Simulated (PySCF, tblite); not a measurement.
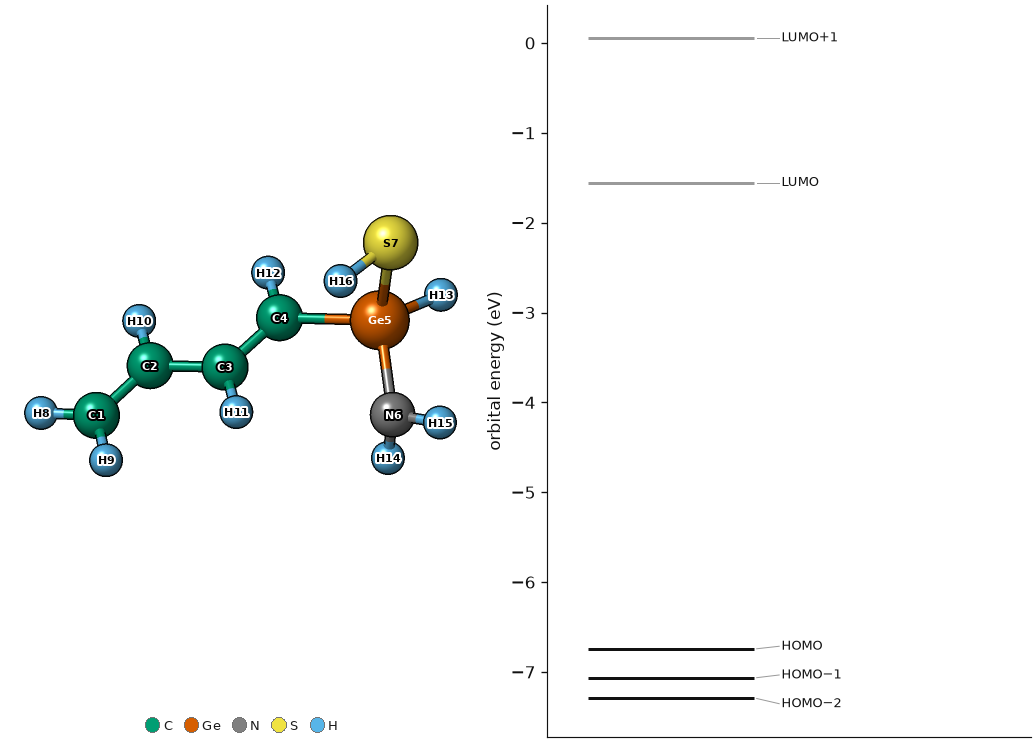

C₄H₉GeNS, SMILES C=C/C=[CH]/[Ge@H]([NH2])[SH], singlet. Kohn-Sham orbital energies near the frontier, B3LYP/def2-SVPD, PySCF, at a GFN2-xTB geometry (a minimum by its frequencies), isolated molecule; empty levels in grey, levels within 0.03 eV side by side.

Question: Where do the frontier orbitals lie?

Answer: HOMO at −6.74 eV, LUMO at −1.55 eV, 5.19 eV apart.

Question: On which atoms do HOMO and LUMO mostly sit?

Answer: HOMO: S7 28 %, C4 19 %, C1 17 %. LUMO: C4 23 %, C1 22 %, C3 17 % (Löwdin shares).

Question: List the levels with the atoms that carry most of them (a dash for levels above zero or within 0.03 eV of another, where shares mean little).

Answer:
```
orbital  energy (eV)                        Löwdin shares
 LUMO+1         0.06                                    –
   LUMO        −1.55            C4 23 %, C1 22 %, C3 17 %
   HOMO        −6.74            S7 28 %, C4 19 %, C1 17 %
 HOMO−1        −7.06             S7 53 %, C4 9 %, Ge5 9 %
 HOMO−2        −7.30  N6 64 %, Ge5 11 %, H15/H14 6 % each
```

Caveats: the tight-binding geometry is rougher than a DFT one and adds to the error; one conformer of a flexible molecule; empty levels above zero depend strongly on the basis.
